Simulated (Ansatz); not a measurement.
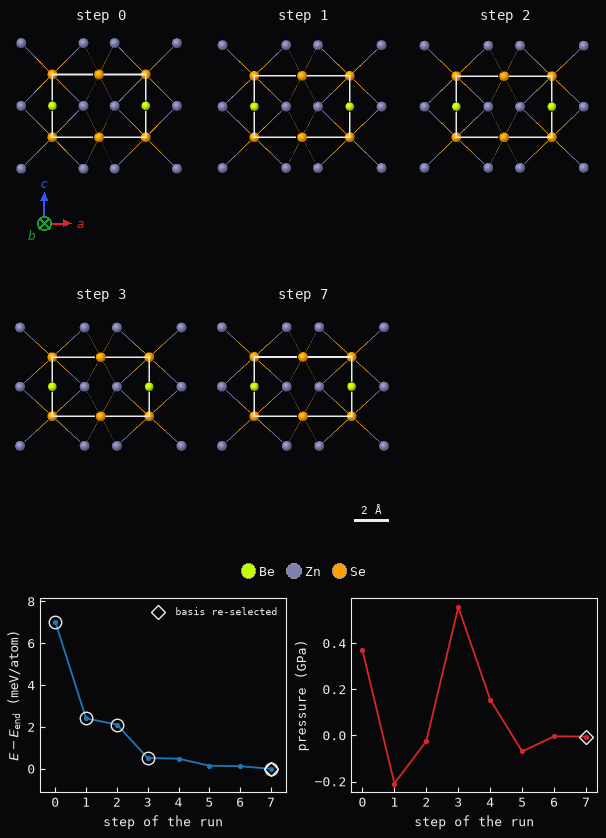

Frames of a relaxation of crystalline BeZn₂Se₃ (a generated structure, set up in P6/mmm), marked on the history of the run. Style: ball-and-stick. Shown: the cell of the calculation, along the b axis.

These are results of DFT PBE, scalar-relativistic, plane waves, PAW in Ansatz, not measurements.

The input:
```yaml
crystal:
  lattice:
    - [6.4487707437, 0.0, 0.0]
    - [-3.2243853718, 5.5847992872, 0.0]
    - [0.0, 0.0, 3.7547389945]
  atoms:
    - { symbol: Be, position: [0.0, 0.0, 0.5] }
    - { symbol: Zn, position: [0.3333333333, 0.6666666667, 0.5] }
    - { symbol: Zn, position: [0.6666666667, 0.3333333333, 0.5] }
    - { symbol: Se, position: [0.0, 0.5, 0.0] }
    - { symbol: Se, position: [0.5, 0.0, 0.0] }
    - { symbol: Se, position: [0.5, 0.5, 0.0] }
basis:
  ecutwfc: 420
kpoints:
  mp_grid: { grid: [6, 6, 10] }
hamiltonian:
  xc: pbe
scf:
  occupations: { method: gaussian, width: 0.1 }
output:
  forces: true
  stress: true
  eigenvalues: true
  write_density: true
  write_potential: true
  elf: true
  volumetric_format: npy
relax:
  adjacent_minimum: "off"
  f_tol: 0.01
  max_steps: 80
  cell: { stress_tol: 0.05 }
```

Run as
```bash
ansatz run input.yaml --threads 1 --pin off --max-ram 2560MiB --backend cpu --events-out ev --progress --plain --runs-dir out
```

**What happens along the run?**

No atom moves by more than 0.005 Å relative to the cell. The drawn cell changes as follows: a = b 6.449 → 6.714 Å (+4.1 %), c 3.755 → 3.548 Å (−5.5 %); the volume changes by +2.4 %. Some distances before and after: Zn2–Se4 2.644 → 2.627 Å. Among the angles between lasting bonds that change: Zn2–Se6–Zn3 89.5° → 95.1°, Zn2–Se6–Zn2 90.5° → 84.9°, Se4–Zn2–Se4 90.5° → 84.9°. The space group stays P6/mmm (No. 191). Over 6 accepted moves (7 points after the start) the energy falls by 7.0 meV per atom. All forces vanish by symmetry, so only the cell relaxes. Pressure: 0.37 GPa at the start and −0.01 GPa at the end. The SCF was repeated once at an unchanged geometry on a basis and grid sized afresh for the cell, which shifted the energy by 0.1 meV per atom at most. From step 0 to 1: volume +2.0 %, energy −4.6 meV per atom. From step 1 to 2: volume −0.3 %, energy −0.3 meV per atom. From step 2 to 3: volume −0.5 %, energy −1.6 meV per atom. From step 3 to 7: volume +1.2 %, energy −0.5 meV per atom.

```csv
step,"E − E(0), meV/atom","pressure, GPa","volume, Å³/atom",note
0,0.00,0.37,22.538,
1,-4.62,-0.21,22.994,
2,-4.91,-0.02,22.926,
3,-6.51,0.56,22.813,
4,-6.54,0.16,22.940,
5,-6.88,-0.07,23.127,
6,-6.90,0.00,23.084,
7,-7.02,-0.01,23.084,"same geometry, new basis"
```
